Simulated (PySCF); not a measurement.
**BCl2F (SMILES FB(Cl)Cl) at CISD/STO-6G**

What is the vertical singlet–triplet gap of BCl2F at CISD/STO-6G? The job is set up through a Python script.

The results are computed with PySCF 2.14.0.

4 further runs of the same task are left out: 4 set aside as unsound or not needed.

### Step 1. The molecule

BCl2F: 4 atoms, total charge 0, spin state singlet. As SMILES, `FB(Cl)Cl`. The coordinates come from a GFN2-xTB relaxation.

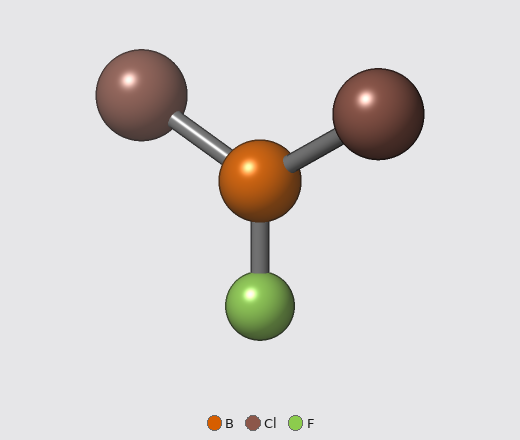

Viewed from a chosen angle; boron orange, chlorine brown, fluorine green.

### Step 2. The energy at CISD/STO-6G

Contents of input.py:

```python
from pyscf import gto, ci

molecule = gto.Mole()
molecule.atom = 'B -0.037880 -0.063210 -0.000480; Cl 1.671570 -0.146640 0.013750; Cl -0.914230 1.407130 -0.016990; F -0.719460 -1.197280 0.003720'
molecule.charge = 0
molecule.max_memory = 1860
molecule.basis = 'sto-6g'
molecule.verbose = 3
molecule.build()

mf = molecule.RHF()
mf.conv_tol = 1e-10
mf.kernel()
if not mf.converged:
    mf = mf.newton().run(mf.mo_coeff, mf.mo_occ)

cisd = ci.CISD(mf, frozen=12)
cisd.kernel()
energy = cisd.e_tot
print('E = %.10f Eh' % energy)
```

On the command line:

```console
$ OMP_NUM_THREADS=1 python input.py
```

Standard output:

```text
converged SCF energy = -1039.69799125919
E(RCISD) = -1039.783776431159  E_corr = -0.08578517196656987
E = -1039.7837764312 Eh
```

Wall time 1.2 s (1 thread of Intel Xeon Platinum 8488C (Sapphire Rapids), shared host); peak memory 0.12 GiB.

### Step 3. The triplet

Contents of input.py:

```python
from pyscf import gto, ci

mol = gto.M(
    atom='B -0.037880 -0.063210 -0.000480; Cl 1.671570 -0.146640 0.013750; Cl -0.914230 1.407130 -0.016990; F -0.719460 -1.197280 0.003720',
    max_memory=1860,
    charge=0,
    spin=2,
    basis='sto-6g',
    verbose=3,
)

hf = mol.UHF()
hf.conv_tol = 1e-10
hf.kernel()
if not hf.converged:
    hf = hf.newton().run(hf.mo_coeff, hf.mo_occ)

cisd = ci.CISD(hf, frozen=12)
cisd.kernel()
e_final = cisd.e_tot
print('Final energy', e_final)
```

On the command line:

```console
$ OMP_NUM_THREADS=1 python input.py
```

Standard output:

```text
WARN: HOMO 0.155177120394932 >= LUMO -0.486326770694896

WARN: HOMO -0.135127157047222 >= LUMO -0.154137788247934

converged SCF energy = -1039.3896265094  <S^2> = 2.0116543  2S+1 = 3.0077595
E(UCISD) = -1039.46581919852  E_corr = -0.07619268912170937
Final energy -1039.4658191985195
```

It took 1.4 s on 1 thread of Intel Xeon Platinum 8488C (Sapphire Rapids), shared host; peak memory 0.12 GiB.

### Step 4. Results

Level: CISD/STO-6G, 12 core orbitals frozen.

| quantity | value |
| --- | --- |
| singlet: total energy | -1039.78378 Eh |
| singlet: dipole moment (Hartree–Fock density) | 0.93 D |
| singlet: HOMO energy (Hartree–Fock orbitals) | -11.67 eV |
| singlet: LUMO energy (Hartree–Fock orbitals) | 5.67 eV |
| singlet: HOMO–LUMO gap (Hartree–Fock orbitals) | 17.34 eV |
| singlet: correlation energy (12 core orbitals frozen) | -85.8 mEh |
| triplet: total energy | -1039.46582 Eh |
| triplet: dipole moment (Hartree–Fock density) | 1.63 D |
| triplet: HOMO energy (Hartree–Fock orbitals) (highest over α and β) | -3.83 eV |
| triplet: LUMO energy (Hartree–Fock orbitals) (lowest over α and β) | -3.47 eV |
| triplet: correlation energy (12 core orbitals frozen) | -76.2 mEh |
| triplet: ⟨S²⟩ of the reference determinant | 2.012 |
| vertical energy of the triplet above the singlet | 8.652 eV |

At this shape the triplet lies 8.65 eV (835 kJ/mol) above the singlet. In a minimal basis such a difference can be off by several eV, whatever the method. Mulliken charges (singlet) of the mean-field density run from -0.19 on Cl3 to +0.55 on B1; they depend strongly on the basis.
